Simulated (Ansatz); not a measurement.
# CH6OS2Si: small, medium and large basis sets

How large a basis does CH6OS2Si need? Two functionals are run in growing sets.

The runs use Ansatz 0.2.0, Gaussian basis; one geometry, several basis sets.

Levels to be run: PBE0-D4/def2-SVP; ωB97M-V/def2-SVP; PBE0-D4/def2-QZVPP; ωB97M-V/def2-QZVPP; the functionals' def2-TZVPP values are taken from earlier runs.

**1. The relaxed structure**

An earlier PBE0-D4 in a triple-zeta def2 set relaxation fixed the geometry.

11 atoms, charge 0, spin multiplicity 1.

Atoms are counted from 1 here; the program's logs count them from 0.

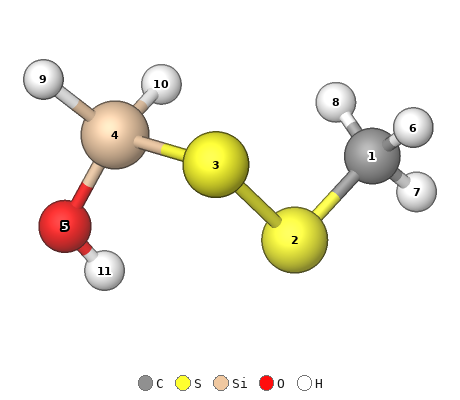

The structure; carbon grey, sulfur yellow, silicon light orange, oxygen red, hydrogen white; atoms are numbered from 1 in the order of the file.

**2. PBE0-D4 in def2-SVP**

Contents of in.yaml:

```yaml
crystal:
  periodic: [false, false, false]
  atoms:
    - {symbol: C, position_ang: [-0.921935, -0.613482, 1.778843]}
    - {symbol: S, position_ang: [-1.396617, -0.653841, 0.042846]}
    - {symbol: S, position_ang: [-1.010615, 1.281281, -0.562530]}
    - {symbol: Si, position_ang: [0.979861, 0.823137, -1.208978]}
    - {symbol: O, position_ang: [1.016908, -0.280037, -2.418806]}
    - {symbol: H, position_ang: [-1.537035, 0.100601, 2.325027]}
    - {symbol: H, position_ang: [-1.103038, -1.619364, 2.165043]}
    - {symbol: H, position_ang: [0.133917, -0.368071, 1.888636]}
    - {symbol: H, position_ang: [1.568714, 2.068499, -1.751470]}
    - {symbol: H, position_ang: [1.722441, 0.332295, -0.019754]}
    - {symbol: H, position_ang: [0.612799, -1.127915, -2.218257]}
basis:
  gaussian: {orbitals: def2-SVP}
hamiltonian: {xc: pbe0, dispersion: d4}
output: {orbitals: {seedname: orbitals}}
```

The run is started by

```sh
ansatz run in.yaml --threads 4 --pin off --events-out ev --progress --plain --max-ram 10444MiB
```

After this run come: ωB97M-V in def2-SVP; PBE0-D4 in def2-QZVPP; ωB97M-V in def2-QZVPP.

**Question.** What will the summary of the whole plan be? Wanted: PBE0-D4: double and triple zeta above quadruple; ωB97M-V: double and triple zeta above quadruple.

As calculated:

```
                                       quantity           value
PBE0-D4: double and triple zeta above quadruple  15.62, 1.12 eV
ωB97M-V: double and triple zeta above quadruple  15.65, 1.07 eV
```

**Reading.** For PBE0-D4 the step from double to triple zeta gains 14.50 eV and the next only 1.12 eV. These are total energies; as a rule much of such shifts cancels in differences, which this series doesn't test. The LUMO of ωB97M-V is positive and keeps falling with the basis (1.50 to 0.88 eV): an unbound level that the basis holds in place.
